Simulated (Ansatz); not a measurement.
# SmMn2Ge2 (Cm): from the cell to its phonons

The cell of SmMn2Ge2 (Cm) is at rest. What are its phonons?

Main program and level: Ansatz 0.2.0; DFT PBEsol, scalar-relativistic, plane waves, PAW; PAW set soft_1.

**1. Set-up**

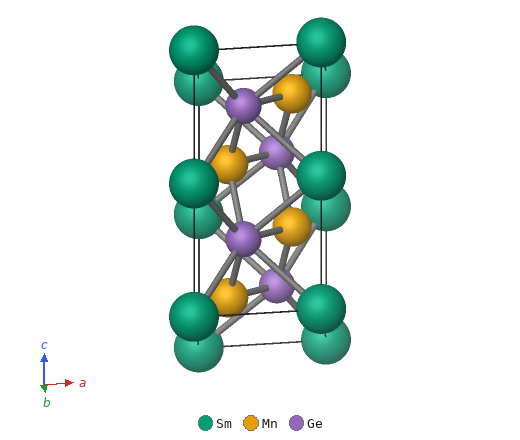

The starting structure, seen from a free direction (samarium teal, manganese orange, germanium purple). Some periodic images of atoms are drawn too.

**2. Modes at Γ**

The cell comes from relaxations at this level that are not shown. The zone centre is the only wavevector solved here; it holds the modes that light can see, as far as symmetry allows. No field response is asked, since the mesh shows no gap.

The input, input.yaml:

```yaml
crystal:
  lattice:
    - [-3.9601137281, 0.0, 0.0]
    - [-1.980056864, 1.9872985226, -5.3831659168]
    - [0.0, -7.9845780497, -0.0133177545]
  atoms:
    - { symbol: Sm, position: [-0.0017862133, 0.0035724265, 0.5025857947], spin: -6.03 }
    - { symbol: Sm, position: [-0.0017861098, 0.0035722195, 0.0025869211], spin: 6.03 }
    - { symbol: Mn, position: [0.2514492157, 0.4971015687, 0.1233329899], spin: -2.57 }
    - { symbol: Mn, position: [0.2514490444, 0.4971019112, 0.6233330417], spin: 2.57 }
    - { symbol: Mn, position: [0.7500266118, 0.4999467764, 0.3748745096], spin: -2.57 }
    - { symbol: Mn, position: [0.750026649, 0.499946702, 0.8748744625], spin: 2.57 }
    - { symbol: Ge, position: [0.6218447254, 0.7563105493, 0.1889903422] }
    - { symbol: Ge, position: [0.6218446558, 0.7563106884, 0.6889903472] }
    - { symbol: Ge, position: [0.3784657176, 0.2430685647, 0.3102158386] }
    - { symbol: Ge, position: [0.3784657033, 0.2430685933, 0.8102157524] }
kpoints:
  mp_grid: { grid: [12, 12, 6] }
hamiltonian:
  xc: pbesol
  pseudopotentials: { kind: paw, azcp: { folder: soft_1 }, xc_functional: pbe }
scf:
  occupations: { method: gaussian, width: 0.15 }
output:
  eigenvalues: true
  populations: true
magnetization:
  spin_polarized: true
phonons:
  method: dfpt
```

Run with:

```bash
ansatz run input.yaml --threads 16 --pin off --max-ram 61440MiB --backend cuda --events-out ev --progress --plain --runs-dir out --max-vram 78GiB
```

The runs that follow: isotope substitution. Settings of the main run: cutoff 420 eV, 12×12×6 k-mesh, Gaussian occupations, smearing width 0.15 eV, collinear spin, PAW set soft 1, starting moments -6.03 6.03 -2.57 2.57 -2.57 2.57 0 0 0 0 μB.

In doubt: a part-filled 4f shell, where there is one, can sit in one of many states (in some of the runs), so energies may not be the lowest and differences between runs may mislead; derivatives with an open 4f shell can jump between states (in some of the runs), which bears on forces and vibrations.

Q: Predict the highest optical mode at the zone centre.

No mode at the zone centre of the cell as run is imaginary. The optical modes at Γ span 82 to 275 cm⁻¹. No dispersion was computed.

- volume per atom: 17.0 Å³
- electronic character: no gap on this mesh
- highest optical mode at the zone centre (no LO-TO term): 275 cm⁻¹
- lowest optical zone-centre mode: 82.1 cm⁻¹
- imaginary modes at Γ (the only wavevector solved): none

The magnetic order is imposed (antiferromagnetic, q = (0.5, 0, 0), in the reciprocal basis of the primitive cell) and the runs use its cell of 10 atoms, a multiple of the chemical cell, so that Γ here also holds zone-boundary modes of the chemical cell; it can lower the symmetry of the database entry. The magnetic state is the one that the run reached from its starting moments; a lower one was not ruled out. With no gap, or one that is small against the smearing, the frequencies hang on the k mesh and the smearing, most of all near Kohn anomalies. The 4f shell is treated without a U, so valence and screening may be off. Spin-orbit coupling is left out, which can matter for the heavy elements here. The PAW files were made for PBE and serve the other functionals too. These are harmonic frequencies at zero temperature: anharmonic shifts, linewidths and thermal expansion are left out.

[Logs are printed without paths, hosts, clocks, repeated set-up lines and the standing remarks that a program may print on its own settings, such as how far it seeks lower states.]

[Hosts, paths, dates, database ids (printed as entryN), source tags and the programs' standing remarks are cut or masked in the printed files.]
